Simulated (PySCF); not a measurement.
Al(Et)(Vi)(OH), SMILES C=[CH][Al]([OH])[CH2]C at its GFN2-xTB optimised geometry (Å):

```
15

Al    -0.2547    -0.0069     0.0000
C     -1.2705    -1.7496    -0.0231
C     -0.5285    -2.9097     0.6535
H     -1.4984    -2.0434    -1.0564
H     -2.2492    -1.6179     0.4543
H     -0.3940    -2.7137     1.7163
H      0.4589    -3.0411     0.2126
H     -1.0757    -3.8475     0.5453
C     -1.2455     1.7204     0.0000
C     -0.6159     2.8920    -0.0054
H     -2.3353     1.7409    -0.0051
H     -1.1271     3.8475    -0.0134
H      0.4642     2.9454    -0.0014
O      1.3890    -0.0069     0.0000
H      2.3353     0.0072    -0.0021
```

Method: PBE0/def2-TZVP in PySCF. Cells within 0.4 Å of a nucleus heavier than hydrogen are left out (blank, or x).

Map of the electron localisation function on the plane z = 0.0 Å:

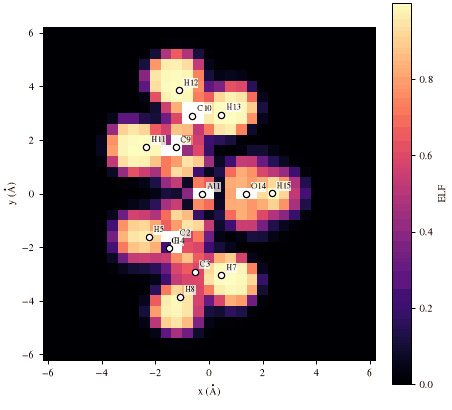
Figure. Electron localisation function on the plane z = 0.0 Å.
